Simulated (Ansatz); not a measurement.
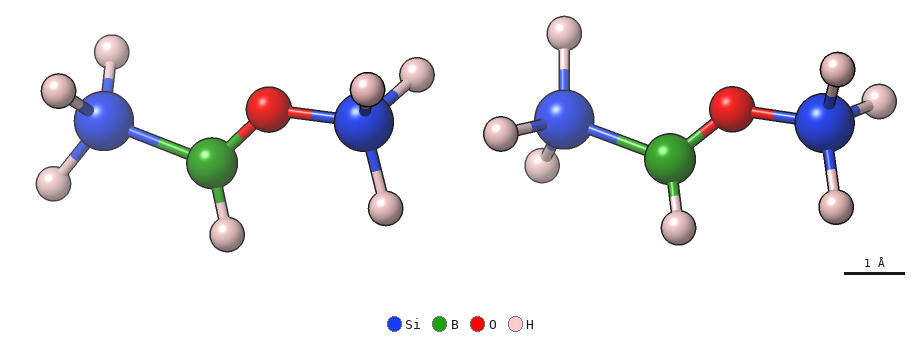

Two geometries of BSi$_{2}$H$_{7}$O, drawn at one scale. One is the start of a relaxation, the other its converged end. A ball-and-stick model, seen at a tilt.

Theory: RKS PBE0-D4/def2-TZVP in Ansatz 0.2.0. (force threshold 0.005 eV/Å; at most 150 steps)

### Which geometry has the lower energy?

The right one is the relaxed one. The start comes from PBE-D4/def2-SVP. The atom that moves furthest after the best rigid fit is an H atom (0.80 Å). By element the largest moves are H 0.80 Å, B 0.16 Å, Si 0.10 Å, O 0.09 Å. Among the contacts that change: O–Si 1.706 → 1.662 Å, B–H 1.229 → 1.209 Å, H–Si 1.498 → 1.481 Å, B–Si 2.042 → 2.031 Å. Bond angles that change, for instance: B–Si–H 112.6° → 109.6°, Si–B–O 117.9° → 120.6°, Si–B–H 122.9° → 120.7°. Groups turn about B–Si by about 45°. After 25 accepted moves (27 points after the start) the energy has fallen by 6.15 kJ/mol. The largest force component goes from 0.84 to 0.0029 eV/Å. The line search rejected the trial steps at points 14, 26 of the run.
